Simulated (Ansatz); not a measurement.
# CCSDT/STO-3G run of InH3Cl− ([InClH3]-)

Aim: the energy change on altering one bond length of InH3Cl− ([InClH3]-) at CCSDT/STO-3G, from 2 runs. 

The results are computed with Ansatz 0.2.0.

6 further runs of the same task are left out: 6 that didn't finish.

### 1 The system as given

InH3Cl−: 5 atoms, total charge -1, spin state singlet. SMILES: `[H][In-]([H])([H])[Cl]`. Geometry: a GFN2-xTB relaxation, a rough one for these elements and not checked as a minimum.

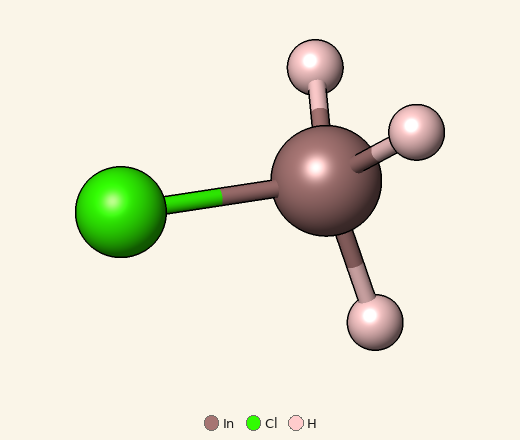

Viewed from a chosen angle; indium brown, chlorine green, hydrogen pink.

### 2 The energy at CCSDT/STO-3G

The input, job.yaml:

```yaml
crystal:
  periodic: [false, false, false]
  atoms:
    - {symbol: In, position_ang: [-0.002150, 0.000620, -0.175700]}
    - {symbol: Cl, position_ang: [0.012800, -0.020350, 2.163640]}
    - {symbol: H, position_ang: [1.620790, 0.013380, -0.670930]}
    - {symbol: H, position_ang: [-0.818090, 1.410990, -0.645940]}
    - {symbol: H, position_ang: [-0.813350, -1.404640, -0.671060]}
basis:
  gaussian: {orbitals: STO-3G}
correlation: {method: ccsdt, frozen_orbitals: {Cl: 5, H: 0, In: 18}}
total_charge: -1
accuracy: high
scf: {omitted_lower_state_checks: [cluster_reference, increment]}
```

Launch:

```console
$ ansatz run job.yaml --threads 1 --pin off --max-ram 2610MiB --events-out events.jsonl --progress --plain --runs-dir runs
```

Standard output:

```text
Warning: RAYON_NUM_THREADS=1 ignored (pool sized by the plan → 1); use --threads N
Functional definition: HF
  name "HF"
  exchange = exact_x
  correlation = 0
these checks for a lower state are left out or cut short: cluster_reference, increment
718 factors; integrals over basis functions are off by at most 4.0e-9 eV
mean field evaluation 1: about -167055.4700 eV, gradient 8.5e0 eV
mean field evaluation 2: about -167055.4810 eV, gradient 8.4e0 eV
mean field evaluation 4: about -167055.9485 eV, gradient 2.7e-1 eV
mean field evaluation 8: about -167055.9482 eV, gradient 3.5e-4 eV
mean field -167055.94820962 eV, -6139.1928621148 hartree, gradient 1.3e-8 eV, S^2 0.000000; 0 other end points of the search recorded, 0 dependent functions left out
23 core orbitals not correlated: weight in the atoms' cores, before any rotation towards them, 1.000 or more for the frozen orbitals, at most 0.000 for the correlated occupied ones
reference -167055.94820962 eV, -6139.1928621148 hartree; 12, 12 occupied and 4, 4 virtual orbitals, 718 factors
second order -0.93201429 eV of doubles, -0.00000000 eV of singles
cycle   1  -1.20277739 eV  change   -2.7e-1 eV  update   4.7e-2
cycle   2  -1.36657932 eV  change   -1.6e-1 eV  update   1.9e-2
cycle   3  -1.37017554 eV  change   -3.6e-3 eV  update   3.0e-3
cycle   4  -1.37117424 eV  change   -1.0e-3 eV  update   1.1e-3
cycle   5  -1.37149278 eV  change   -3.2e-4 eV  update   2.8e-4
cycle   6  -1.37152447 eV  change   -3.2e-5 eV  update   9.1e-5
cycle   7  -1.37150613 eV  change    1.8e-5 eV  update   2.4e-5
cycle   8  -1.37150384 eV  change    2.3e-6 eV  update   7.6e-6
cycle   9  -1.37150524 eV  change   -1.4e-6 eV  update   1.7e-6
cycle  10  -1.37150501 eV  change    2.3e-7 eV  update   4.8e-7
cycle  11  -1.37150501 eV  change    4.7e-9 eV  update   1.5e-7
cycle  12  -1.37150494 eV  change    6.3e-8 eV  update   4.7e-8
cycle  13  -1.37150496 eV  change   -2.0e-8 eV  update   1.5e-8
cycle  14  -1.37150452 eV  change    4.4e-7 eV  update   1.0e-7
cycle  15  -1.37150435 eV  change    1.7e-7 eV  update   3.7e-8
cycle  16  -1.37150431 eV  change    4.2e-8 eV  update   1.1e-8
cycle  17  -1.37150431 eV  change   -1.1e-9 eV  update   3.3e-9
cycle  18  -1.37150431 eV  change   -2.0e-9 eV  update   1.1e-9
Total energy: -167057.31971393 eV, -6139.2432639687 hartree
Checks for a lower state left out: cluster_reference, increment
```

It took 1 s on 1 thread of Arm Neoverse V1, shared host; peak memory 0.1 GiB.

### 3 The distorted shape at the same level

The input, run.yaml:

```yaml
crystal:
  periodic: [false, false, false]
  atoms:
    - symbol: In
      position_ang: [-0.005888, 0.005863, -0.760583]
    - symbol: Cl
      position_ang: [0.012800, -0.020350, 2.163640]
    - symbol: H
      position_ang: [1.617052, 0.018623, -1.255813]
    - symbol: H
      position_ang: [-0.821828, 1.416233, -1.230823]
    - symbol: H
      position_ang: [-0.817088, -1.399397, -1.255943]
basis:
  gaussian:
    orbitals: STO-3G
total_charge: -1
correlation:
  method: ccsdt
  frozen_orbitals: {Cl: 5, H: 0, In: 18}
accuracy: high
scf:
  omitted_lower_state_checks: [cluster_reference, increment]
```

Launch:

```console
$ ansatz run run.yaml --threads 1 --pin off --max-ram 2610MiB --events-out events.jsonl --progress --plain --runs-dir runs
```

Standard output:

```text
Warning: RAYON_NUM_THREADS=1 ignored (pool sized by the plan → 1); use --threads N
[... 4 set-up lines as earlier in the session ...]
these checks for a lower state are left out or cut short: cluster_reference, increment
706 factors; integrals over basis functions are off by at most 5.2e-9 eV
mean field evaluation 1: about -167054.4339 eV, gradient 8.9e0 eV
mean field evaluation 2: about -167054.4323 eV, gradient 8.9e0 eV
mean field evaluation 4: about -167055.0596 eV, gradient 2.7e-1 eV
mean field evaluation 8: about -167055.0585 eV, gradient 2.9e-4 eV
mean field -167055.05845992 eV, -6139.1601644166 hartree, gradient 5.0e-9 eV, S^2 0.000000; 0 other end points of the search recorded, 0 dependent functions left out
23 core orbitals not correlated: weight in the atoms' cores, before any rotation towards them, 1.000 or more for the frozen orbitals, at most 0.000 for the correlated occupied ones
reference -167055.05845992 eV, -6139.1601644166 hartree; 12, 12 occupied and 4, 4 virtual orbitals, 706 factors
second order -0.95158140 eV of doubles, -0.00000000 eV of singles
cycle   1  -1.22947131 eV  change   -2.8e-1 eV  update   5.1e-2
cycle   2  -1.40451726 eV  change   -1.8e-1 eV  update   2.1e-2
cycle   3  -1.41070568 eV  change   -6.2e-3 eV  update   4.0e-3
cycle   4  -1.41123966 eV  change   -5.3e-4 eV  update   1.5e-3
cycle   5  -1.41145027 eV  change   -2.1e-4 eV  update   4.6e-4
cycle   6  -1.41152860 eV  change   -7.8e-5 eV  update   1.4e-4
cycle   7  -1.41150649 eV  change    2.2e-5 eV  update   4.7e-5
cycle   8  -1.41148805 eV  change    1.8e-5 eV  update   1.7e-5
cycle   9  -1.41148909 eV  change   -1.0e-6 eV  update   4.4e-6
cycle  10  -1.41148941 eV  change   -3.2e-7 eV  update   1.5e-6
cycle  11  -1.41148965 eV  change   -2.4e-7 eV  update   5.1e-7
cycle  12  -1.41148963 eV  change    2.8e-8 eV  update   1.5e-7
cycle  13  -1.41148954 eV  change    9.1e-8 eV  update   5.4e-8
cycle  14  -1.41148954 eV  change  -9.5e-10 eV  update   1.9e-8
cycle  15  -1.41148954 eV  change   -2.9e-9 eV  update   1.1e-8
cycle  16  -1.41148894 eV  change    5.9e-7 eV  update   1.3e-7
cycle  17  -1.41148873 eV  change    2.2e-7 eV  update   4.7e-8
cycle  18  -1.41148867 eV  change    6.3e-8 eV  update   1.6e-8
cycle  19  -1.41148867 eV  change   -2.0e-9 eV  update   4.8e-9
cycle  20  -1.41148867 eV  change   -2.3e-9 eV  update   2.0e-9
cycle  21  -1.41148867 eV  change  -8.2e-10 eV  update  7.2e-10
Total energy: -167056.46994859 eV, -6139.2120356685 hartree
Checks for a lower state left out: cluster_reference, increment
```

It took 1.1 s on 1 thread of Arm Neoverse V1, shared host; peak memory 0.1 GiB.

### 4 Summary of results

Level: CCSDT/STO-3G, 23 core orbitals frozen.

```
                                                           quantity           value
                                          first shape: total energy  -6139.24326 Eh
          first shape: correlation energy (23 core orbitals frozen)       -50.4 mEh
                                         first shape: T1 diagnostic           0.005
                                      distorted shape: total energy  -6139.21204 Eh
      distorted shape: correlation energy (23 core orbitals frozen)       -51.9 mEh
                                     distorted shape: T1 diagnostic           0.006
energy change with the In1–Cl2 bond stretched from 2.339 to 2.924 Å        0.850 eV
```

In words: With the In1–Cl2 bond stretched from 2.339 to 2.924 Å the energy rises by 0.85 eV (82.0 kJ/mol). The first shape isn't relaxed at this level, so the change isn't measured from a minimum. The minimal basis adds a large error of its own. Relativity is left out (first shape) although the molecule holds a heavy atom. Relativity is left out (distorted shape) although the molecule holds a heavy atom.
